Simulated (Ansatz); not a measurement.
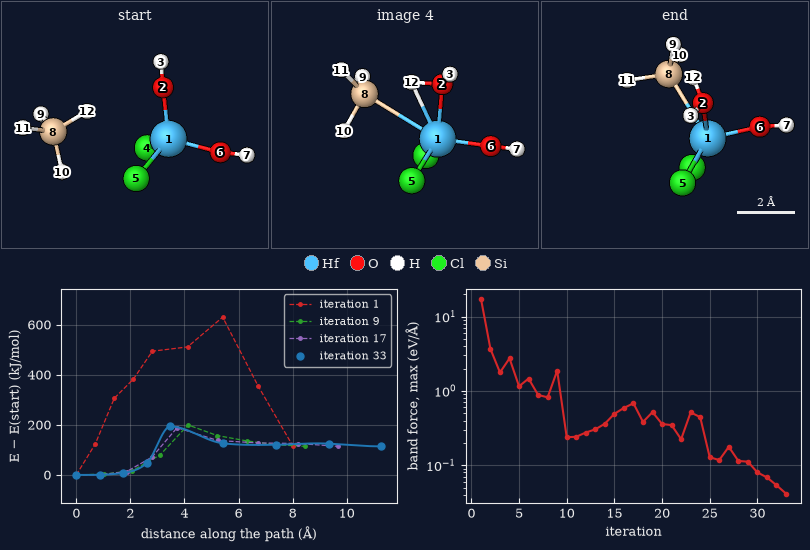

NEB run on HfSiH$_{6}$O$_{2}$Cl$_{2}$, made up at the start of HfH2O2Cl2 and SiH4. Images are numbered from 0 (start) to 8 (end). The plot follows the band through its iterations. Style: ball-and-stick. Shown at a tilt.

All numbers below come from RKS B3LYP-D4/def2-SVP in Ansatz. Settings: 7 movable images; climbing image; force threshold 0.05 eV/Å; iteration limit 60; starting path through a guess of the saddle point.

**Did the band converge, and can the barrier be trusted?**

The run is converged, with reservations. The band converged in 33 iterations. The largest component of the band force went from 17 to 0.042 eV/Å. The climbing image converged on the top of the path. Its vibrational analysis gives one imaginary mode (982i cm⁻¹), as a transition state must have. The first iteration put the highest image at 630.2 kJ/mol. The energy climbs by 193.5 kJ/mol to image 4 and then falls by 79.4 kJ/mol, so the end point sits at +114.2 kJ/mol.

Limits of the set-up: the start holds two separate molecules, 2.9 Å apart at their closest, whose relative position is a soft coordinate.
